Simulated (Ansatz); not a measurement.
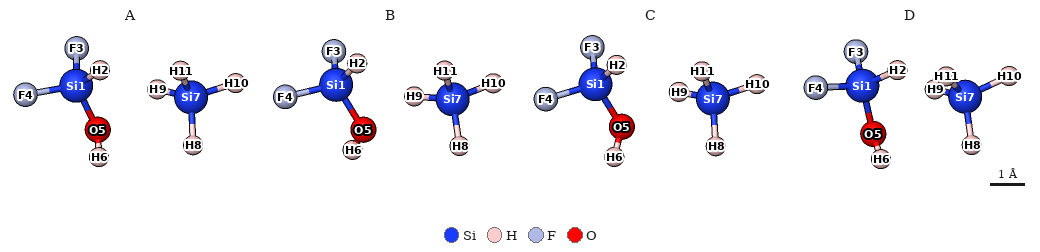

4 geometries from one relaxation of Si$_{2}$H$_{6}$OF$_{2}$, in shuffled order. Style: ball-and-stick. Shown at a tilt.

The run prepares an end point of a later path (reaction) calculation, from a guessed geometry.

These are results of RKS BHLYP-D4/def2-SVP (Ansatz), not measurements. (no spin polarisation; force threshold 0.03 eV/Å; at most 50 steps)

Question: Put them in the order of the run, from the start to the converged end.

Answer: D, A, C, B. They are steps 0, 4, 13, 24, at +26.8 kJ/mol, +7.24 kJ/mol, +5.18 kJ/mol relative to the last. After 20 accepted moves (24 points after the start) the energy has fallen by 26.8 kJ/mol. The largest force component goes from 0.45 to 0.027 eV/Å. The line search rejected the trial steps at points 9, 11, 14, 22 of the run. The forces were under the threshold at step 10, but the run went on from there. H2 moves most after the best rigid fit: 0.80 Å. By element the largest moves are H 0.80 Å, O 0.62 Å, F 0.47 Å, Si 0.31 Å. Among the contacts that change: Si1–Si7 3.429 → 3.959 Å, Si7–H11 1.468 → 1.480 Å, Si1–F3 1.592 → 1.598 Å, Si1–H2 1.457 → 1.452 Å. Bond angles that change, for instance: F3–Si1–O5 106.2° → 110.5°, H2–Si1–O5 113.2° → 109.7°. Groups turn about Si1–O5 by about 120°. The run took 41 s on 4 threads of Arm Neoverse V1, with other jobs on the host, peak memory 0.25 GiB.
